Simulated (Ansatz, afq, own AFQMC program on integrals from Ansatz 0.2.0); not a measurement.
# H₃ (doublet): AFQMC on the coupled-cluster ladder at distance H1–H2 along a hydrogen transfer = 0.872 Å, cc-pVTZ

How near does AFQMC come to the top of the ladder for H₃ (doublet)?

Method: cc-pVTZ, frozen cores; program: Ansatz 0.2.0, Gaussian basis, and an in-house AFQMC program (afq) on its integrals; all values are calculated.

Plan: Full CI; PBE (unrestricted); r2SCAN (unrestricted); PBE0 (unrestricted); B3LYP (unrestricted); wB97M-V (unrestricted); B2PLYP (unrestricted); CCSD(T) on UHF; Phaseless AFQMC, CISD trial on UHF.

## (1) The system

The geometry derives from fragments relaxed apart (PBE0/def2-TZVP) and kept rigid, so it is no stationary point. A hydrogen atom is moved between rigid fragments.

3 atoms, charge 0, spin multiplicity 2.

Atoms are counted from 1 here; the program's logs count them from 0.

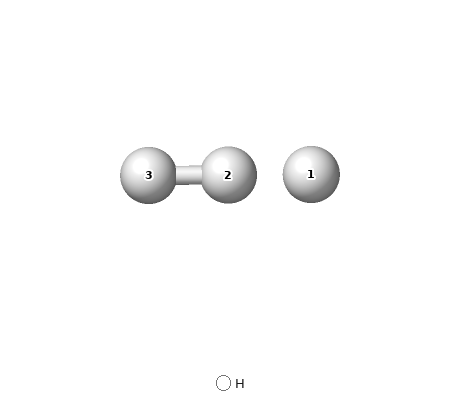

The structure; hydrogen white; atoms are numbered from 1 in the order of the file.

## (2) Full CI

File in.yaml:

```yaml
crystal:
  periodic: [false, false, false]
  atoms:
    - {symbol: H, position_ang: [0.000000, 0.000000, -0.861333]}
    - {symbol: H, position_ang: [0.000000, 0.000000, 0.010667]}
    - {symbol: H, position_ang: [0.000000, 0.000000, 0.850667]}
basis:
  gaussian: {orbitals: cc-pVTZ}
magnetization: {spin_polarized: false, initial_magnetization: 1}
correlation: {method: fci, electrons: outside_noble_gas}
```

On the command line:

```bash
$ ansatz run in.yaml --threads 1 --pin off --events-out ev --progress --plain --max-ram 15360MiB --backend cuda --devices 0, --max-vram 18GiB
```

Standard output:

```text
Functional definition: HF
  name "HF"
  cite "Fock, Z. Phys. 61, 126 (1930) doi:10.1007/BF01340294"
  parent pbe
  exchange = exact_x
  correlation = 0
411 factors; integrals over basis functions are off by at most 2.2e-7 eV
mean field evaluation 1: about -43.1171 eV, gradient 5.6e0 eV
mean field evaluation 2: about -43.1161 eV, gradient 5.6e0 eV
mean field evaluation 4: about -43.3143 eV, gradient 1.9e-1 eV
mean field evaluation 8: about -43.3150 eV, gradient 2.5e-6 eV
mean field -43.31502112 eV, -1.5917976662 hartree, gradient 4.6e-6 eV, S^2 0.750000; 0 other end points of the search recorded, 0 dependent functions left out
mean field evaluation 16: about -43.5616 eV, gradient 1.2e-1 eV
reference -43.31502112 eV, -1.5917976662 hartree; 2, 1 occupied and 40, 41 virtual orbitals, 411 factors
state -44.97079039 eV, -1.6526460647 hartree
Total energy: -44.97079039 eV, -1.6526460647 hartree
```

Wall time 9 s (1 × NVIDIA H100 80GB HBM3 with 1 thread of AMD EPYC 7R13 (Zen 3), shared host).

From the report: 10,305 determinants, symmetry A1.

## (3) PBE (unrestricted)

Changes to in.yaml since step 2:

```diff
@@ -8,3 +8,4 @@
   gaussian: {orbitals: cc-pVTZ}
-magnetization: {spin_polarized: false, initial_magnetization: 1}
-correlation: {method: fci, electrons: outside_noble_gas}
+magnetization: {spin_polarized: true, initial_magnetization: 1}
+hamiltonian: {xc: {name: PBE}}
+output: {orbitals: {seedname: orbitals}}
```

On the command line:

```bash
$ ansatz run in.yaml --threads 1 --pin off --events-out ev --progress --plain --max-ram 5120MiB --backend cpu
```

Standard output:

```text
Functional definition: PBE
  name "PBE"
  cite "Perdew, Burke & Ernzerhof, Phys. Rev. Lett. 77, 3865 (1996) doi:10.1103/PhysRevLett.77.3865"
  parent pbe
  parameter kappa = 0.804
  parameter beta = 0.06672455060314922
  exchange = pbe_x(kappa = kappa, mu = beta*pi^2/3)
  correlation = pbe_c(beta = beta)
180 factors; their error is unknown
mean field evaluation 1: about -44.6094 eV, gradient 7.3e0 eV
mean field evaluation 2: about -44.9688 eV, gradient 3.2e0 eV
mean field evaluation 4: about -45.0522 eV, gradient 6.6e-2 eV
mean field evaluation 8: about -45.0501 eV, gradient 1.5e-4 eV
mean field -45.05006296 eV, -1.6555592777 hartree, gradient 7.0e-5 eV, S^2 0.755287; 0 other end points of the search recorded, 0 dependent functions left out
reference -45.05008748 eV, -1.6555601789 hartree; 2, 1 occupied and 40, 41 virtual orbitals, 180 factors
Total energy: -45.05008748 eV, -1.6555601789 hartree
```

Wall time 0.18 s (1 thread of AMD EPYC 7R13 (Zen 3), shared host).

From the report: ⟨S²⟩ of the determinant 0.755 (pure doublet: 0.75).

## (4) r2SCAN (unrestricted)

Changes to in.yaml since step 3:

```diff
@@ -9,3 +9,2 @@
 magnetization: {spin_polarized: true, initial_magnetization: 1}
-hamiltonian: {xc: {name: PBE}}
-output: {orbitals: {seedname: orbitals}}
+hamiltonian: {xc: {name: r2SCAN}}
```

The command is unchanged.

Standard output:

```text
Functional definition: r2SCAN
  name "r2SCAN"
  cite "Furness, Kaplan, Ning, Perdew & Sun, J. Phys. Chem. Lett. 11, 8208 (2020) doi:10.1021/acs.jpclett.0c02405"
  cite "Furness, Kaplan, Ning, Perdew & Sun, J. Phys. Chem. Lett. 11, 9248 (2020) doi:10.1021/acs.jpclett.0c03077"
  parent r2scan
  parameter k0 = 0.174
  parameter k1 = 0.065
  parameter a1 = 4.9479
  exchange = r2scan_x(k0 = k0, k1 = k1, a1 = a1)
  correlation = r2scan_c
180 factors; their error is unknown
mean field evaluation 1: about -44.9369 eV, gradient 6.3e0 eV
mean field evaluation 2: about -45.2319 eV, gradient 2.1e0 eV
mean field evaluation 4: about -45.2665 eV, gradient 5.2e-2 eV
mean field evaluation 8: about -45.2645 eV, gradient 2.7e-4 eV
mean field -45.26454541 eV, -1.6634413623 hartree, gradient 1.0e-5 eV, S^2 0.759229; 0 other end points of the search recorded, 0 dependent functions left out
reference -45.26455564 eV, -1.6634417383 hartree; 2, 1 occupied and 40, 41 virtual orbitals, 180 factors
Total energy: -45.26455564 eV, -1.6634417383 hartree
```

It took 0.42 s on 1 thread of AMD EPYC 7R13 (Zen 3), shared host.

From the report: ⟨S²⟩ of the determinant 0.759 (pure doublet: 0.75).

## (5) PBE0 (unrestricted)

Changes to in.yaml since step 4:

```diff
@@ -9,2 +9,3 @@
 magnetization: {spin_polarized: true, initial_magnetization: 1}
-hamiltonian: {xc: {name: r2SCAN}}
+hamiltonian: {xc: {name: PBE0}}
+output: {orbitals: {seedname: orbitals}}
```

Launched as before.

Standard output:

```text
Functional definition: PBE0
  name "PBE0"
  cite "Adamo & Barone, J. Chem. Phys. 110, 6158 (1999) doi:10.1063/1.478522"
  cite "Perdew, Burke & Ernzerhof, Phys. Rev. Lett. 77, 3865 (1996) doi:10.1103/PhysRevLett.77.3865"
  parent pbe
  parameter a = 0.25
  parameter kappa = 0.804
  parameter beta = 0.06672455060314922
  exchange = (1 - a)*pbe_x(kappa = kappa, mu = beta*pi^2/3) + a*exact_x
  correlation = pbe_c(beta = beta)
180 factors; their error is unknown
mean field evaluation 1: about -44.8942 eV, gradient 4.8e0 eV
mean field evaluation 2: about -45.0698 eV, gradient 1.2e0 eV
mean field evaluation 4: about -45.0837 eV, gradient 2.8e-2 eV
mean field evaluation 8: about -45.0818 eV, gradient 3.0e-4 eV
mean field -45.08181577 eV, -1.6567261721 hartree, gradient 5.9e-5 eV, S^2 0.758482; 0 other end points of the search recorded, 0 dependent functions left out
reference -45.08183464 eV, -1.6567268653 hartree; 2, 1 occupied and 40, 41 virtual orbitals, 180 factors
Total energy: -45.08183464 eV, -1.6567268653 hartree
```

Run time: 0.21 s. Hardware: 1 thread of AMD EPYC 7R13 (Zen 3), shared host.

From the report: ⟨S²⟩ of the determinant 0.758 (pure doublet: 0.75).

## (6) B3LYP (unrestricted)

Changes to in.yaml since step 5:

```diff
@@ -9,3 +9,2 @@
 magnetization: {spin_polarized: true, initial_magnetization: 1}
-hamiltonian: {xc: {name: PBE0}}
-output: {orbitals: {seedname: orbitals}}
+hamiltonian: {xc: {name: B3LYP}}
```

The command is unchanged.

Standard output:

```text
Functional definition: B3LYP
  name "B3LYP"
  cite "Stephens, Devlin, Chabalowski & Frisch, J. Phys. Chem. 98, 11623 (1994) doi:10.1021/j100096a001"
  cite "Becke, Phys. Rev. A 38, 3098 (1988) doi:10.1103/PhysRevA.38.3098"
  cite "Lee, Yang & Parr, Phys. Rev. B 37, 785 (1988) doi:10.1103/PhysRevB.37.785"
  cite "Vosko, Wilk & Nusair, Can. J. Phys. 58, 1200 (1980) doi:10.1139/p80-159"
  parameter a0 = 0.2
  parameter ax = 0.72
  parameter ac = 0.81
  exchange = (1 - a0 - ax)*slater_x + ax*b88_x + a0*exact_x
  correlation = (1 - ac)*vwn_rpa_c + ac*lyp_c
180 factors; their error is unknown
mean field evaluation 1: about -45.2397 eV, gradient 5.6e0 eV
mean field evaluation 2: about -45.4679 eV, gradient 1.6e0 eV
mean field evaluation 4: about -45.4903 eV, gradient 3.2e-2 eV
mean field evaluation 8: about -45.4884 eV, gradient 1.5e-4 eV
mean field -45.48836608 eV, -1.6716666204 hartree, gradient 5.0e-5 eV, S^2 0.756669; 0 other end points of the search recorded, 0 dependent functions left out
reference -45.48851207 eV, -1.6716719854 hartree; 2, 1 occupied and 40, 41 virtual orbitals, 180 factors
Total energy: -45.48851207 eV, -1.6716719854 hartree
```

Run time: 0.21 s. Hardware: 1 thread of AMD EPYC 7R13 (Zen 3), shared host.

From the report: ⟨S²⟩ of the determinant 0.757 (pure doublet: 0.75).

## (7) wB97M-V (unrestricted)

Changes to in.yaml since step 6:

```diff
@@ -9,2 +9,3 @@
 magnetization: {spin_polarized: true, initial_magnetization: 1}
-hamiltonian: {xc: {name: B3LYP}}
+hamiltonian: {xc: {name: wB97M-V}}
+output: {orbitals: {seedname: orbitals}}
```

Launched as before.

Standard output, cut to the lines that bear on the results:

```text
Functional definition: wB97M-V
  name "wB97M-V"
  cite "Mardirossian & Head-Gordon, J. Chem. Phys. 144, 214110 (2016) doi:10.1063/1.4952647"
  cite "Becke, J. Chem. Phys. 107, 8554 (1997) doi:10.1063/1.475007"
  cite "Vydrov & Van Voorhis, J. Chem. Phys. 133, 244103 (2010) doi:10.1063/1.3521275"
  # Of w^i u^j: cxij and so on, Table III.
[...]
  gx(w, u) = 1 - cx + cx01*u + cx10*w
  gss(w, u) = css00 + css04*u^4 + css10*w + css20*w^2 + css43*w^4*u^3
  gos(w, u) = cos00 + cos10*w + (cos20 + cos21*u)*w^2 + (cos60 + cos61*u)*w^6
[...]
      + integral(e_c_pw_mod_opposite_spin*gos(b97_w_opposite, b97_u_opposite)) + vv10(b, c)
180 factors; their error is unknown
63 factors; integrals over basis functions are off by at most 2.3e-5 eV
[...]
mean field -44.57818556 eV, -1.6382181032 hartree, gradient 5.8e-5 eV, S^2 0.754775; 0 other end points of the search recorded, 0 dependent functions left out
reference -44.57821339 eV, -1.6382191258 hartree; 2, 1 occupied and 40, 41 virtual orbitals, 180 factors
Total energy: -44.57821339 eV, -1.6382191258 hartree
```

Wall time 0.6 s (1 thread of AMD EPYC 7R13 (Zen 3), shared host).

From the report: ⟨S²⟩ of the determinant 0.755 (pure doublet: 0.75).

## (8) B2PLYP (unrestricted)

Changes to in.yaml since step 7:

```diff
@@ -9,3 +9,3 @@
 magnetization: {spin_polarized: true, initial_magnetization: 1}
-hamiltonian: {xc: {name: wB97M-V}}
-output: {orbitals: {seedname: orbitals}}
+hamiltonian: {xc: {name: B2PLYP}}
+correlation: {electrons: outside_noble_gas}
```

The command is unchanged.

Standard output:

```text
Functional definition: B2PLYP
  name "B2PLYP"
  cite "Grimme, J. Chem. Phys. 124, 034108 (2006) doi:10.1063/1.2148954"
  cite "Becke, Phys. Rev. A 38, 3098 (1988) doi:10.1103/PhysRevA.38.3098"
  cite "Lee, Yang & Parr, Phys. Rev. B 37, 785 (1988) doi:10.1103/PhysRevB.37.785"
  parameter a = 0.53
  parameter c = 0.27
  exchange = (1 - a)*b88_x + a*exact_x
  correlation = (1 - c)*lyp_c + c*(mp2_os + mp2_ss)
213 factors; integrals over basis functions are off by at most 9.5e-4 eV
mean field evaluation 1: about -44.4925 eV, gradient 3.9e0 eV
mean field evaluation 2: about -44.4895 eV, gradient 3.9e0 eV
mean field evaluation 4: about -44.6398 eV, gradient 3.2e-1 eV
mean field evaluation 8: about -44.6411 eV, gradient 8.1e-4 eV
mean field evaluation 16: about -44.6411 eV, gradient 1.2e-6 eV
mean field -44.64107249 eV, -1.6405291551 hartree, gradient 1.2e-6 eV, S^2 0.762945; 0 other end points of the search recorded, 0 dependent functions left out
reference -44.64116604 eV, -1.6405325932 hartree; 2, 1 occupied and 40, 41 virtual orbitals, 213 factors
second order -1.33871239 eV of doubles, -0.00000000 eV of singles
Total energy: -45.00261839 eV, -1.6538157219 hartree
```

Run time: 0.24 s. Hardware: 1 thread of AMD EPYC 7R13 (Zen 3), shared host.

From the report: ⟨S²⟩ of the determinant 0.763 (pure doublet: 0.75).

## (9) CCSD(T) on UHF

Changes to in.yaml since step 8:

```diff
@@ -9,3 +9,2 @@
 magnetization: {spin_polarized: true, initial_magnetization: 1}
-hamiltonian: {xc: {name: B2PLYP}}
-correlation: {electrons: outside_noble_gas}
+correlation: {method: ccsd_t, electrons: outside_noble_gas, hamiltonian_folder: ham}
```

On the command line:

```bash
$ ansatz run in.yaml --threads 1 --pin off --events-out ev --progress --plain --max-ram 15360MiB --backend cuda --devices 0, --max-vram 18GiB
```

Standard output, cut to the lines that bear on the results:

```text
Functional definition: HF
  name "HF"
  cite "Fock, Z. Phys. 61, 126 (1930) doi:10.1007/BF01340294"
  parent pbe
[...]
213 factors; integrals over basis functions are off by at most 9.5e-4 eV
[...]
mean field -43.56177396 eV, -1.6008656659 hartree, gradient 1.2e-6 eV, S^2 0.776551; 0 other end points of the search recorded, 0 dependent functions left out
reference -43.56177396 eV, -1.6008656659 hartree; 2, 1 occupied and 40, 41 virtual orbitals, 213 factors
second order -1.08259260 eV of doubles, -0.00000000 eV of singles
cycle   1  -1.27353090 eV  change   -1.9e-1 eV  update   3.5e-2
[...]
cycle   9  -1.39371277 eV  change   -1.7e-6 eV  update   2.6e-6
perturbative correction -0.01231051 eV, -0.0004524028 hartree
Total energy: -44.96779724 eV, -1.6525360684 hartree
```

It took 3.9 s on 1 × NVIDIA H100 80GB HBM3 with 1 thread of AMD EPYC 7R13 (Zen 3), shared host.

From the report: ⟨S²⟩ of the determinant 0.777 (pure doublet: 0.75); correlation -1.4060 eV; T1 0.017; largest double amplitude 0.06.

This run also writes the integrals to the folder ham.

## (10) Phaseless AFQMC, CISD trial on UHF

It reads the integrals that the CCSD(T) run on this determinant wrote.

On the command line:

```bash
$ afq ham --method phaseless --trial cisd --walkers 4000 --populations 20 --least-time 60 --time-step 0.005 --steps-per-block 50 --equilibration-blocks 28 --max-blocks 4000 --target-error 0.00011 --factor-cut 1e-05 --start spin_pure --seed 8314 --release-times 0.24,0.51,0.99,1.62,2.4 --release-step 0.03 --release-every 3 --taylor-order 6
```

Standard output:

```text
orbitals 42  electrons 2 1  factors 213 of 213
reference energy -1.60086567 Eh
CCSD correlation -0.05121800 Eh in 9 cycles, weight of the determinant in the CISD state 0.9721
energy of the start -1.652048 Eh
 block  time / (1/Eh)  mean weight  energy / Eh
     1     0.250  0.9999  -1.652136
     2     0.500  1.0000  -1.652255
     3     0.750  0.9998  -1.652363
     4     1.000  0.9999  -1.652423
     5     1.250  1.0000  -1.652460
     6     1.500  0.9999  -1.652504
     7     1.750  1.0000  -1.652550
     8     2.000  1.0000  -1.652548
     9     2.250  0.9999  -1.652553
    10     2.500  0.9998  -1.652585
    11     2.750  0.9997  -1.652571
    12     3.000  1.0000  -1.652610
    13     3.250  0.9999  -1.652588
    14     3.500  1.0001  -1.652572
    15     3.750  1.0001  -1.652602
    16     4.000  0.9998  -1.652616
    17     4.250  1.0003  -1.652612
    18     4.500  1.0000  -1.652618
    19     4.750  1.0000  -1.652665
    20     5.000  1.0000  -1.652643
    21     5.250  0.9999  -1.652607
    22     5.500  1.0001  -1.652593
    23     5.750  1.0000  -1.652644
    24     6.000  1.0000  -1.652602
    25     6.250  1.0000  -1.652607
    26     6.500  1.0000  -1.652625
    27     6.750  1.0002  -1.652598
    28     7.000  0.9999  -1.652606
    29     7.250  1.0002  -1.652641
    30     7.500  1.0002  -1.652636
    31     7.750  0.9999  -1.652647
    32     8.000  0.9998  -1.652611
    33     8.250  1.0000  -1.652612
    34     8.500  1.0001  -1.652630
    35     8.750  1.0000  -1.652623
    36     9.000  1.0000  -1.652619
    37     9.250  1.0001  -1.652638
    38     9.500  1.0000  -1.652614
    39     9.750  0.9997  -1.652601
    40    10.000  0.9999  -1.652605
    41    10.250  0.9999  -1.652592
    42    10.500  0.9999  -1.652630
    43    10.750  1.0001  -1.652599
    44    11.000  1.0000  -1.652637
    45    11.250  1.0001  -1.652631
    46    11.500  1.0000  -1.652627
    47    11.750  0.9998  -1.652636
    48    12.000  1.0000  -1.652650
    49    12.250  1.0001  -1.652622
    50    12.500  0.9999  -1.652653
    51    12.750  1.0001  -1.652645
    52    13.000  0.9999  -1.652631
    53    13.250  1.0002  -1.652617
    54    13.500  1.0003  -1.652612
    55    13.750  1.0000  -1.652617
    56    14.000  1.0001  -1.652631
    57    14.250  1.0001  -1.652614
    58    14.500  1.0000  -1.652618
    59    14.750  0.9999  -1.652649
    60    15.000  1.0000  -1.652620
    61    15.250  1.0001  -1.652632
    62    15.500  1.0000  -1.652666
    63    15.750  1.0000  -1.652661
    64    16.000  0.9999  -1.652641
    65    16.250  1.0001  -1.652633
    66    16.500  1.0000  -1.652640
    67    16.750  0.9999  -1.652628
    68    17.000  1.0000  -1.652587
    69    17.250  1.0003  -1.652613
    70    17.500  1.0000  -1.652591
    71    17.750  1.0001  -1.652631
    72    18.000  1.0000  -1.652647
    73    18.250  1.0003  -1.652653
    74    18.500  0.9999  -1.652637
    75    18.750  1.0000  -1.652652
    76    19.000  1.0000  -1.652620
    77    19.250  1.0001  -1.652622
    78    19.500  1.0000  -1.652600
error from the spread of 20 populations
released: time / (1/Eh)  energy / Eh  error  mean overlap
  0.24  -1.652632  0.000006  0.9986
  0.51  -1.652635  0.000003  0.9971
  0.99  -1.652647  0.000004  0.9934
  1.62  -1.652643  0.000005  0.9933
  2.40  -1.652645  0.000005  0.9886
energy -1.652627 +/- 0.000006 Eh
```

Run time: 46 s. Hardware: 1 × NVIDIA H100 80GB HBM3 with 2 threads of AMD EPYC 7R13 (Zen 3), shared host.

Energy -44.9703 ± 0.0002 eV. Caveats: constraint bias not in the error.

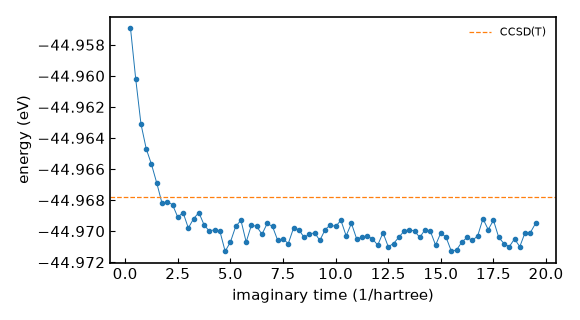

Block energies along the walk.

## (11) All levels side by side

On the UHF determinant, counted from full CI (exact for this spin and basis):

```
                                                level  energy (eV)  from full CI (meV)  statistical error (meV)  time
                                                   HF     -43.5618             +1409.0                               
                                                  MP2     -44.6444              +326.4                               
                                                 CCSD     -44.9555               +15.3                               
                                              CCSD(T)     -44.9678                +3.0                               
                                              full CI     -44.9708                 0.0                               
Phaseless AFQMC, CISD trial, step 0.005, 4000 walkers     -44.9703                +0.5                      0.2  46 s
```

The functionals' totals stand on their own zeros and serve differences with other points: PBE -45.050 eV; r2SCAN -45.265 eV; PBE0 -45.082 eV; B3LYP -45.489 eV; wB97M-V -44.578 eV; B2PLYP -45.003 eV.

## (12) Results

```
                                       quantity           value
                    CCSD(T) on UHF from full CI        +3.0 meV
Phaseless AFQMC, CISD trial on UHF from full CI  +0.5 ± 0.2 meV
```

In words: On UHF the phaseless walk with the CISD trial lies +0.5 meV from full CI, 3 times its error bar: mostly the bias of the constraint. Error bars are statistical and leave out the constraint, the time step and what remains of the start.
